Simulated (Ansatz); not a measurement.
The reference is GaSb in the zinc blende structure (space group F-43m, No. 216; a = 6.134 Å).

Modification: 0.288 electrons added to each cell, a density of 5.0×10^21 cm⁻³, with a uniform compensating background at fixed cell and a 300 K Fermi–Dirac width.

Method: DFT with r2SCAN, PAW potentials and a 500 eV plane-wave cutoff in Ansatz (a program for electronic structure), scalar-relativistic without spin-orbit coupling, earlier PAW set.

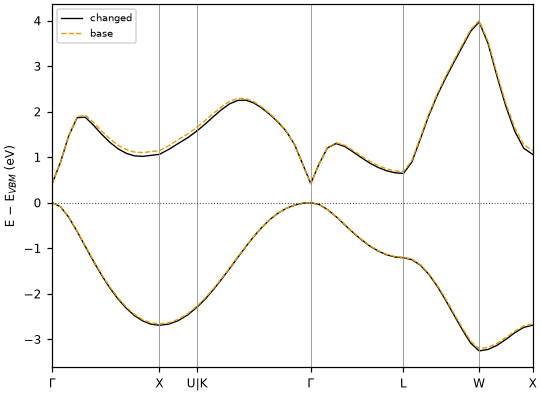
*Highest valence and lowest conduction band along the path, each from its own valence-band maximum*

Question: Read the changed gap and its character from the plot.

Answer: About 0.4 eV, direct at Γ.

Charged cell with a jellium background: band edges are those of the host's band count, energies are not comparable with the neutral cell, and many-body gap narrowing is missing. Spin-orbit coupling, missing from the scalar runs, can matter with Sb. Stability against distortions was not tested.
